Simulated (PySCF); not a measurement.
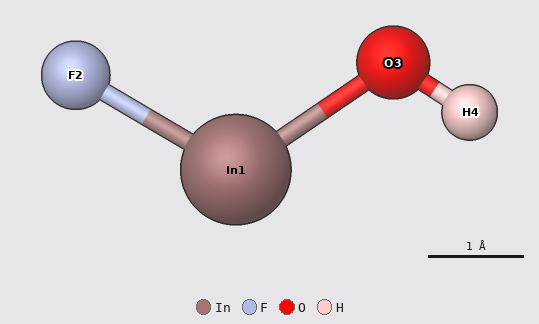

*The input geometry (ball-and-stick view, seen on its broad side; atoms are numbered from 1 in the order of the input). Sticks mark near contacts.*

Bond lengths as drawn: F–In 1.96 Å, H–O 0.96 Å and In–O 2.01 Å.

## InFOH: frequency calculation

- system: InFOH, multiplicity 2
- method: UKS-based PBE0, In def2-TZVP with ECP28, F def2-TZVP, O def2-TZVP, H def2-TZVP; non-relativistic Hamiltonian with a scalar-relativistic core potential; density fitting (PySCF 2.14.0)

Log
```
init E= -365.732819378223
  alpha nocc = 20  HOMO = -0.257744143126985  LUMO = -0.0363873671758164
  beta  nocc = 19  HOMO = -0.32737685157735  LUMO = -0.148892625314051
  HOMO = -0.257744143127  LUMO = -0.148892625314  gap/eV = 2.96200
cycle= 1 E= -365.732819378218  delta_E= 5.12e-12  |g|= 4.22e-06  |ddm|= 5.96e-06
  alpha nocc = 20  HOMO = -0.257743760417299  LUMO = -0.0363872813939743
  beta  nocc = 19  HOMO = -0.327374344142673  LUMO = -0.148892217803809
  HOMO = -0.257743760417  LUMO = -0.148892217804  gap/eV = 2.96200
Extra cycle  E= -365.732819378197  delta_E= 2.1e-11  |g|= 8.73e-06  |ddm|= 9.43e-06
converged SCF energy = -365.732819378197  <S^2> = 0.75563942  2S+1 = 2.0056315
```

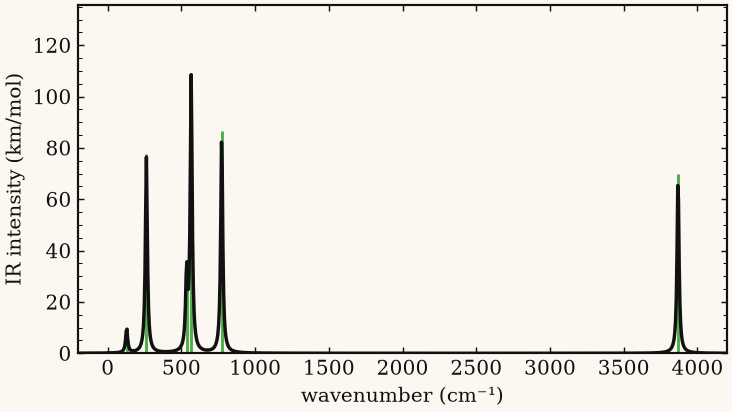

*Harmonic infrared spectrum, unscaled: sticks (degenerate modes added up, dark ones marked on the axis) with a Lorentzian envelope of 16 cm⁻¹ full width, scaled to the tallest stick.*

6 modes from 128 to 3868 cm⁻¹, none imaginary. The strongest line is at 566 cm⁻¹ (109 km/mol). All modes, in cm⁻¹ (km/mol): 128 (9.7), 262 (78), 535 (30), 566 (109), 773 (87), 3868 (70).

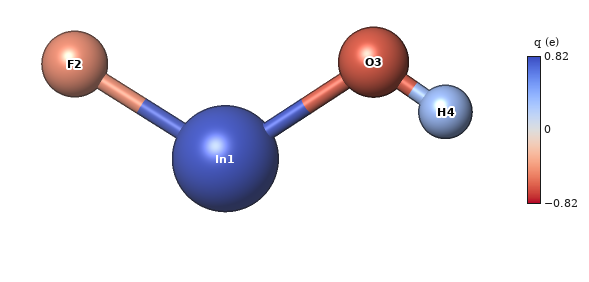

*Mulliken charges, as the colour of each atom (ball-and-stick view, seen at a tilt; atoms are numbered from 1 in the order of the input).*

By element: In +0.78, F −0.48, O −0.61 and H +0.31 e.

This output came from the following input.

The input
```python
from pyscf import gto, scf, dft
mol = gto.M(atom='''
In    -0.037219     0.091311    -0.240165
F      1.687490    -0.490291     0.488409
O     -1.586570    -0.059641     1.024374
H     -2.412829     0.235207     0.629116''',
    basis={'In': 'def2-TZVP', 'F': 'def2-TZVP', 'O': 'def2-TZVP', 'H': 'def2-TZVP'},
    ecp={'In': 'def2-TZVP'},
    charge=0, spin=1)
mf = dft.UKS(mol, xc='PBE0')
mf.grids.atom_grid = (75, 302)
aux = {'In': 'def2-universal-JKFIT', 'F': 'def2-universal-JKFIT', 'O': 'def2-universal-JKFIT', 'H': 'def2-universal-JKFIT'}
mf = mf.density_fit(auxbasis=aux)
mf.conv_tol = 1e-09
mf.diis_space = 10
mf.max_cycle = 60
mf.verbose = 4
mf.kernel()
```

The script is an equivalent of the set-up of the self-consistent field. The run itself was carried out by a driver, which started from the orbitals of the step before it where there was one and computed the further properties.

Launched with:
```bash
OMP_NUM_THREADS=4 python axn.py task.json out
```

Summary

| quantity | value |
| --- | --- |
| outcome | converged |
| total energy | −365.732819 hartree |
| ⟨S²⟩ | 0.756 |
| zero-point energy | 0.013970 hartree |
| dipole moment | 4.03 D |
| wavenumbers, lowest and highest | 128 and 3868 cm⁻¹ |
| hardware | 4 threads of Intel Xeon @ 2.50GHz (Skylake/Cascade Lake), 32 GiB of memory available, shared host |
| wall time | 2.8 min (CPU time 11 min) |
| peak memory | 1.3 GiB |
